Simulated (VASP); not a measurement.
Here is the system:

```
Ag2O
1.0
    4.72150     0.00000     0.00000
    0.00000     4.72150     0.00000
    0.00000     0.00000     4.72150
Ag O
4 2
Direct
  0.75000   0.25000   0.75000
  0.25000   0.75000   0.75000
  0.75000   0.75000   0.25000
  0.25000   0.25000   0.25000
  0.00000   0.00000   0.00000
  0.50000   0.50000   0.50000
```

The numbers are results of vdW-DF-cx, VASP's PBE PAW potentials (set 64) (plane waves; VASP), not measurements. Numerical set-up: 520 eV cut-off, 7×7×7 Γ-centred mesh, tetrahedra with Blöchl corrections, potentials Ag O.

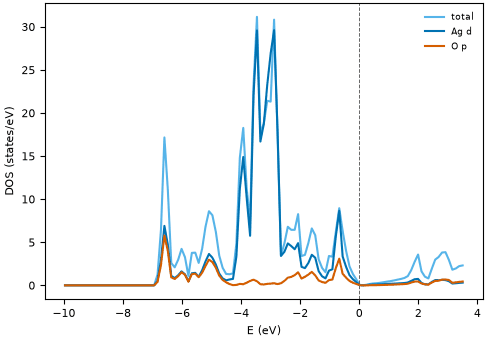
Figure: Total and projected density of states, zero at the valence-band maximum

Within 2 eV below the valence-band maximum the largest weight inside VASP's projection spheres is Ag d, then O p.

The gap is direct, 0.04 eV, from the valence maximum at Γ to the conduction minimum at Γ.

The compound is Ag2O in the cuprite structure. It was relaxed first.
